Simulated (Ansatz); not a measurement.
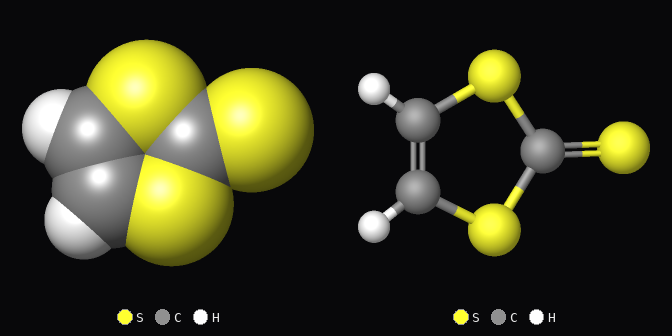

Two views of one molecule.

Identify the structure.

Formula C3H2S3. SMILES: `S=c1sccs1`. Independent rings (smallest set): 1 of 5 members, 1 of them aromatic. This geometry has C2v symmetry. All atoms lie on one plane. Coordination: 3 C trigonal planar; 2 S bent.

More results for the same structure follow; atom numbers are the same in all pictures, views and colours differ. The geometry was computed by an optimisation with PBE0-D4/def2-TZVP.

Geometry

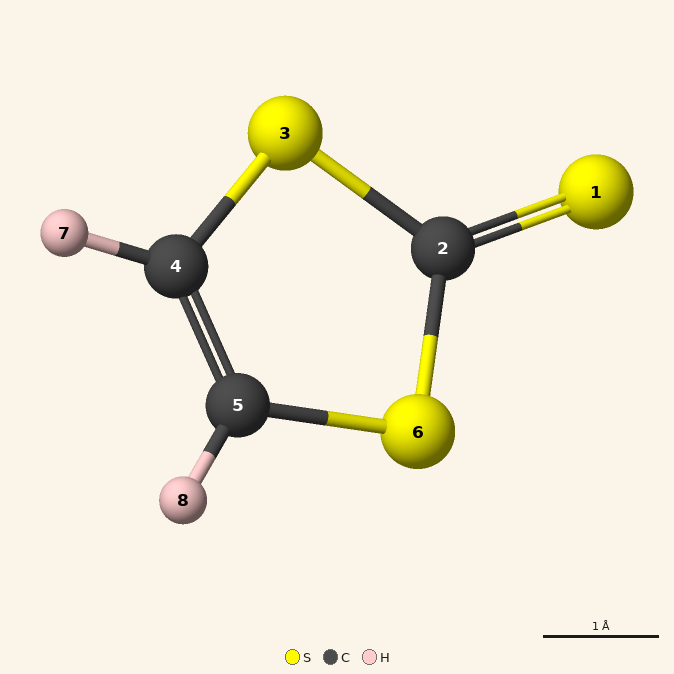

Atoms carry their numbers in the input.

Which atoms are bonded, and how long are the bonds?

```tsv
bond	length (Å)	order
S1–C2	1.632	double
C2–S3	1.738	aromatic
C2–S6	1.738	aromatic
S3–C4	1.722	aromatic
C4–C5	1.338	aromatic
C4–H7	1.082	single
C5–S6	1.722	aromatic
C5–H8	1.082	single
```

Dipole moment

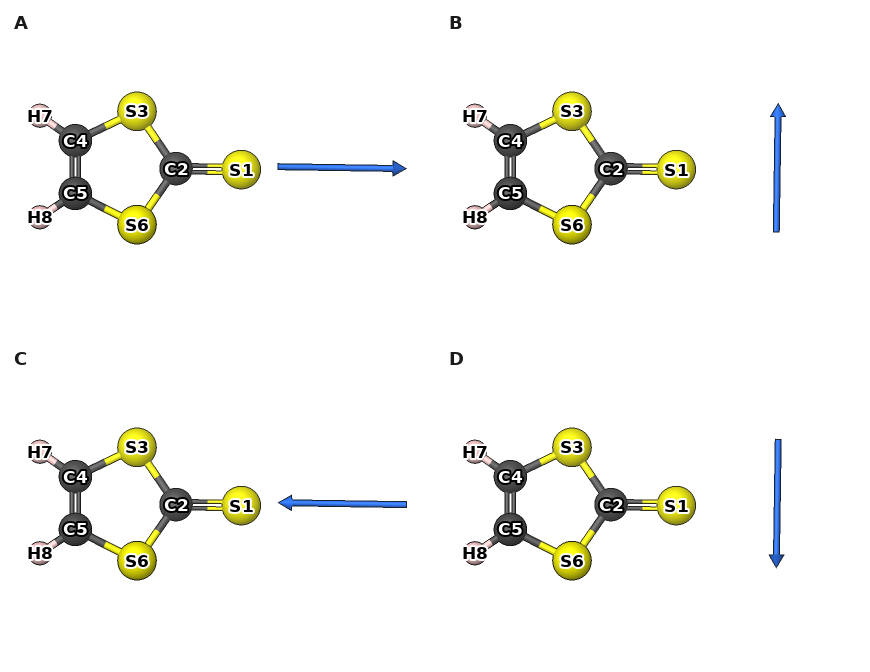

The same molecule four times, each with an arrow. Properties computed with RKS PBE0-D4/def2-TZVP (Ansatz 0.2.0).

Which arrow points along the dipole moment, from the negative to the positive end?

C. The dipole moment is 4.63 D; it points from the side of S1 to the side of H7, H8 (the outermost atoms at the two ends).

Vibrations

Harmonic vibrations computed with RKS PBE0-D4/def2-TZVP (Ansatz 0.2.0) at a stationary point of the same level.

List the wavenumbers.

18 modes: 143, 240, 405, 457, 472, 521, 639, 666, 782, 839, 884, 896, 1102, 1134, 1297, 1578, 3226, 3246 cm⁻¹.

Thermal motion

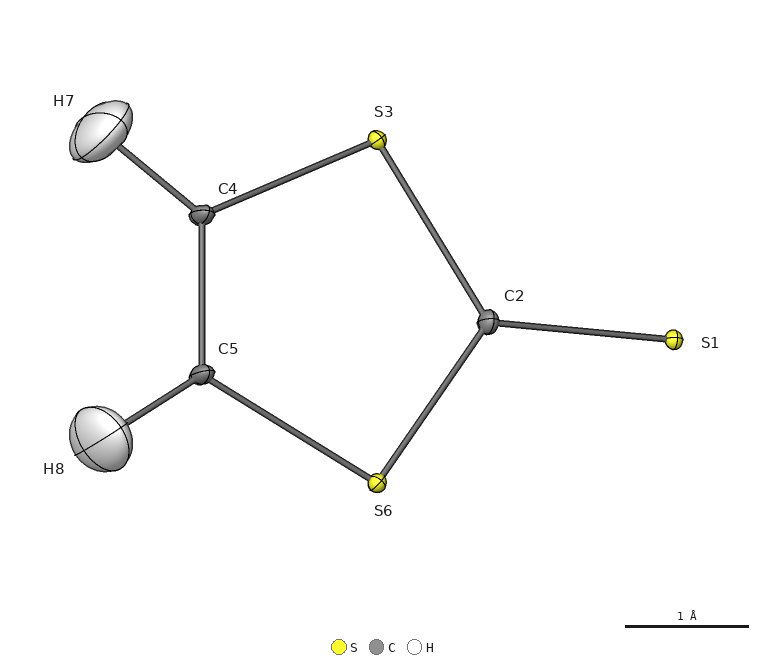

Displacement ellipsoids at the 50 % level, enlarged 1.5 times, from the internal vibrations of the free molecule (harmonic, no overall translation or rotation; no half-axis is drawn under 0.075 Å). Vibrations computed with RKS PBE0-D4/def2-TZVP (Ansatz 0.2.0). Temperature: 200 K.

Which atom moves most?

H7, H8, with U_eq = 0.0187 Å².

Does H8 move more along its bond or across it?

Across it: the root-mean-square amplitude is 0.080 Å along the bond and up to 0.185 Å across, since bending and torsion are softer than stretching.

List U_eq and the three principal root-mean-square amplitudes for each kind of atom.

```csv
atom,U_eq (Å²),rms amplitudes (Å)
S1,0.0011,"0.030, 0.035, 0.035"
C2,0.0021,"0.036, 0.043, 0.055"
"S3, S6",0.0012,"0.025, 0.035, 0.041"
"C4, C5",0.0025,"0.033, 0.040, 0.070"
"H7, H8",0.0187,"0.080, 0.124, 0.185"
```
